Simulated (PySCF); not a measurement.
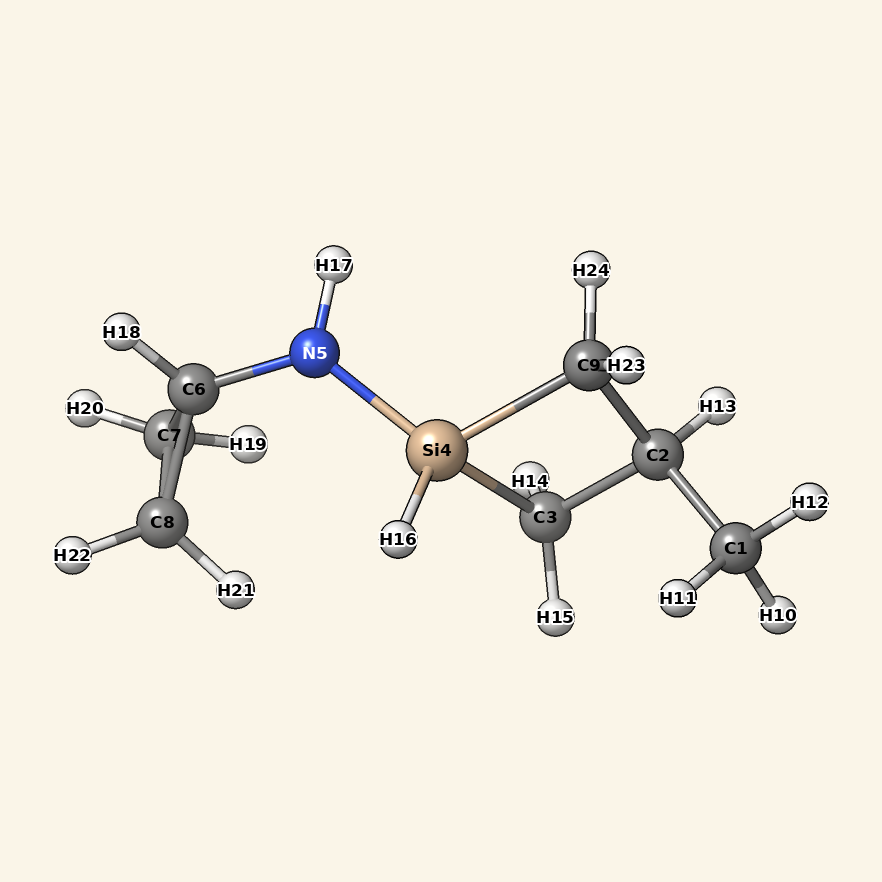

The geometry was computed by an optimisation with GFN2-xTB. No frequency run is at hand to confirm it as a minimum. Electric field gradients from the ground-state density, PBE0/pcSseg-1 (PySCF 2.14.0), non-relativistic apart from any core potentials.

Give the largest field-gradient component, the quadrupole coupling constant and the asymmetry for 14N at N5 (Q = 20.44 mb), 2H at H10 (Q = 2.86 mb), 2H at H11 (Q = 2.86 mb), 2H at H12 (Q = 2.86 mb), 2H at H13 (Q = 2.86 mb).

```csv
atom,V_zz (a.u.),e²qQ/h (MHz),η
N5,−1.023,−4.91,0.37
H10,0.314,0.211,0.01
H11,0.314,0.211,0.03
H12,0.314,0.211,0.01
H13,0.302,0.203,0.02
```

The geometry is semi-empirical. Around Si such bond lengths and angles can be off by a tenth of an ångström or more and by several degrees, and values that hang on the shape move with them.
